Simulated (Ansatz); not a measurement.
C2H3GaS (SMILES C=[C]1[S][GaH]1)

Input

```
crystal:
  periodic: [false, false, false]
  atoms:
    - {symbol: C, position_ang: [-0.059066, 1.118425, 0.886405]}
    - {symbol: C, position_ang: [-0.100097, 0.010658, 0.163838]}
    - {symbol: S, position_ang: [-1.007818, -1.534718, 0.374288]}
    - {symbol: Ga, position_ang: [0.371572, -1.097501, -1.293564]}
    - {symbol: H, position_ang: [0.562585, 1.953744, 0.585089]}
    - {symbol: H, position_ang: [-0.641259, 1.228029, 1.797714]}
    - {symbol: H, position_ang: [0.935385, -1.746737, -2.559370]}
basis:
  gaussian: {orbitals: def2-TZVPP}
hamiltonian: {xc: pbe0, dispersion: d4}
output: {orbitals: {seedname: orbitals}}
```

Launched as:

```sh
ansatz run in.yaml --threads 2 --pin off --events-out ev --progress --plain --max-ram 4352MiB
```

Geometry: PBE0-D4/def2-TZVP.

Level of theory: RKS PBE0-D4/def2-TZVPP (Ansatz).

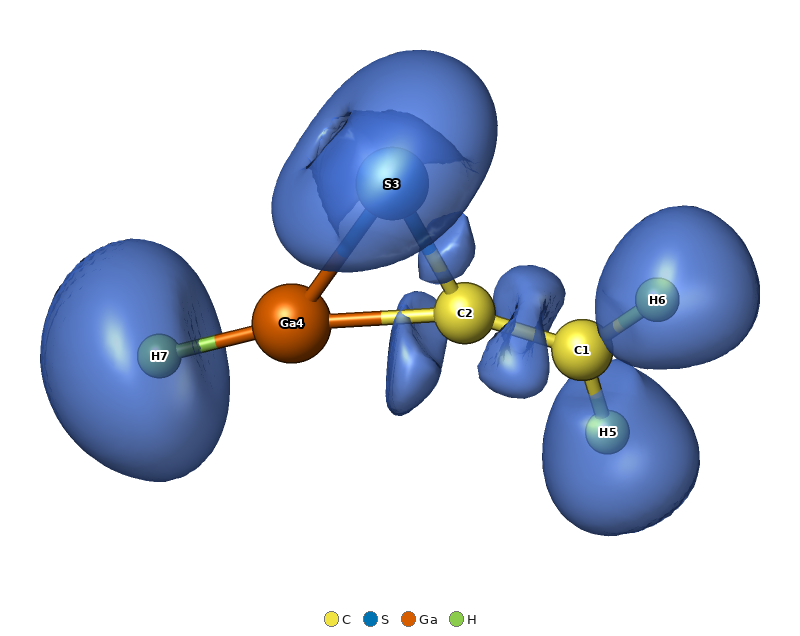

Figure 1. Isosurface of the electron localisation function at 0.8 (blue), seen at a tilt. Core shells and regions of very low density are left out.

Question: What do the ELF domains correspond to?

Answer: The surface consists of one region between bonded C–C atoms (shared pairs), one region between bonded C–S atoms (shared pairs), three regions around hydrogen nuclei, one lobe on C, pointing away from the bonds (lone pairs) and one region wrapped around S (its valence shell). Along the contacts the grid gives the following. C–C (1.32 Å): the ELF peaks at about 0.90 between the atoms; a multiple bond. C–S (1.80 Å): the ELF peaks at about 0.85 between the atoms (a covalent bond).

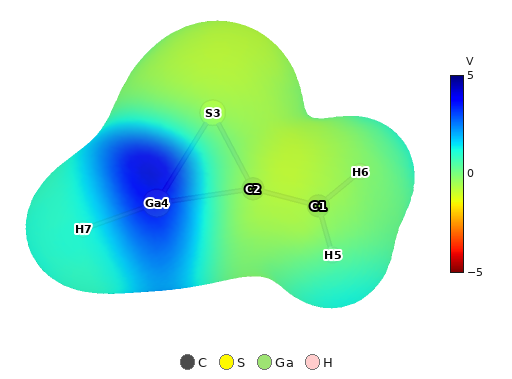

Figure 2. The electrostatic potential painted on the density surface at 0.004 e/bohr³, seen at a tilt; the colour scale runs from red (negative) to blue (positive).

Question: Where is the surface potential most negative and most positive?

Answer: The most negative region (about −0.9 V, or −21 kcal/mol for a unit charge) lies over C1, C2 and S3, the most positive (about +4.0 V, or +92 kcal/mol for a unit charge) over Ga4.

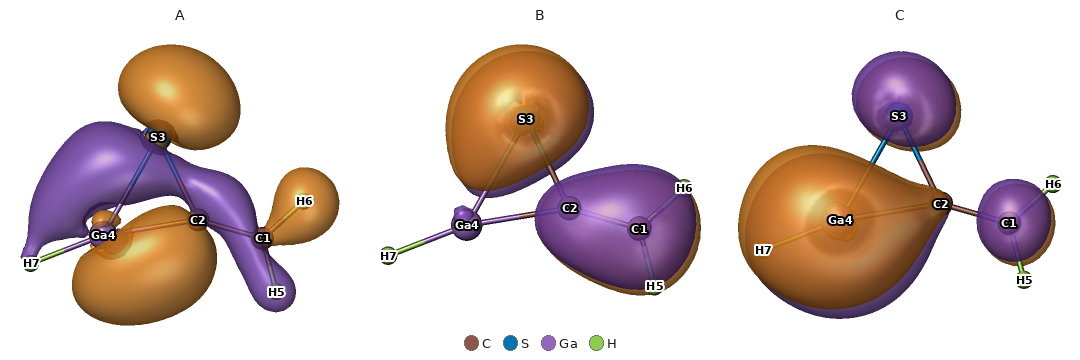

Figure 3. Three frontier orbitals at ±0.08 Å⁻³ᐟ² (orange and purple are the two phases), in no order.

Question: Order the three orbitals by energy and name them.

Answer: A is the HOMO−1 (−6.95 eV). It lies mainly on S3 (about 40 %), Ga4 (about 25 %) and C2 (about 20 %); it is symmetric in the molecular plane (an in-plane orbital: σ, lone-pair or in-plane π type). B is the HOMO (−6.34 eV). Its weight (Hirshfeld) is mainly on S3 (about 50 %), C1 (about 30 %) and C2 (about 15 %); it changes sign across the molecular plane (π type); π-bonding across C1–C2. C is the LUMO (−1.77 eV). Its weight (Hirshfeld) is mainly on Ga4 (about 65 %), S3 (about 15 %), C2 (about 5 %) and C1 (about 5 %); it changes sign across the molecular plane (π type).

Question: What is the HOMO–LUMO gap?

Answer: 4.57 eV between the orbital energies.
